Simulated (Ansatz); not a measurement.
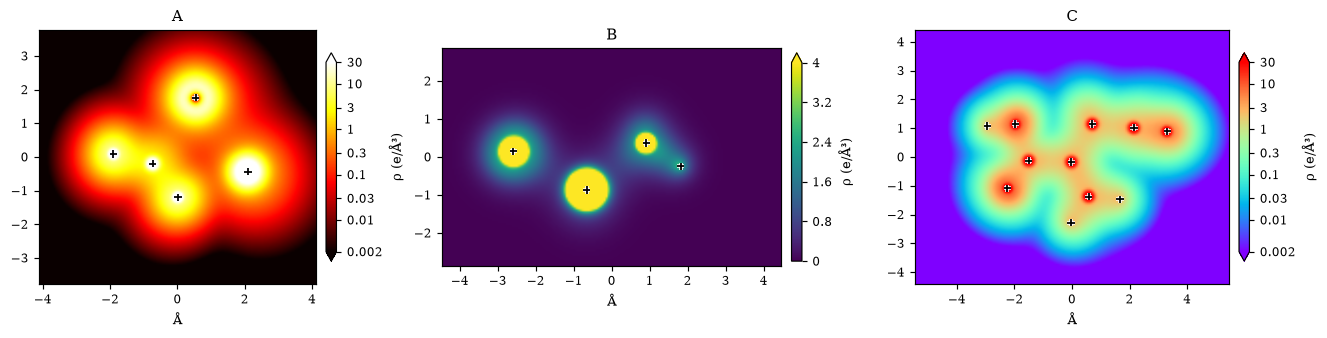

The electron density of 3 systems, each on a plane through atoms (crosses mark nuclei in the plane).

The calculation used isolated molecule in a Gaussian basis; Kohn-Sham density functional theory, functional PBE0 (Ansatz 0.2.0).

System 1: CAgGaO2, the molecular plane. Geometry: BLYP-D3(BJ)/def2-SVP; core potentials replace the inner electrons of Ag.

```xyz
5

C    -0.2133   -2.3053    0.3366
Ag    1.1492   -1.1238    1.8301
Ga   -1.4519   -0.5417    2.1931
O     0.4754   -2.9955   -0.3670
O    -1.4153   -2.0121    0.5321
```

System 2: C5H5NO2, the plane of atoms C1, C2 and C3. Geometry: r2SCAN-D4/def2-SVP.

```xyz
13

C     0.1196   -1.0402    0.0495
C     0.2146    0.2078    0.5313
C    -0.7624    0.8375    1.5036
C    -1.8512   -0.0489    1.8894
C     1.3632    1.0505    0.0848
N    -2.7113   -0.7732    2.1839
O     2.2300    0.7090   -0.6837
O     1.3286    2.2786    0.6521
H     0.8794   -1.3994   -0.6494
H    -0.6985   -1.7054    0.3388
H    -1.1864    1.7592    1.0680
H    -0.2294    1.1686    2.4121
H     2.1038    2.7581    0.3115
```

System 3: CH3ClGe (triplet), the plane of atoms C1, Ge3 and Cl2. Geometry: PBE0-D3(BJ)/def2-SVP.

```xyz
6

C    -0.0722   -0.7414   -0.2132
Cl    1.3586    2.3699    0.5427
Ge   -0.1093    0.8281    1.0167
H     0.9249   -1.1979   -0.1525
H    -0.2901   -0.3846   -1.2288
H    -0.8422   -1.4485    0.1219
```

Which map belongs to which system?

Panel A is system 1, CAgGaO2: the plane holds C, Ag, Ga and O. C–O (1.20 Å): ρ is about 3.4 e/Å³ halfway. Panel B is system 3, CH3ClGe: the plane holds C, Cl, Ge and H. C–Ge (1.99 Å): ρ is about 0.77 e/Å³ halfway. Panel C is system 2, C5H5NO2: the plane holds C, N, O and H. C–N (1.16 Å): ρ is about 3.4 e/Å³ halfway.
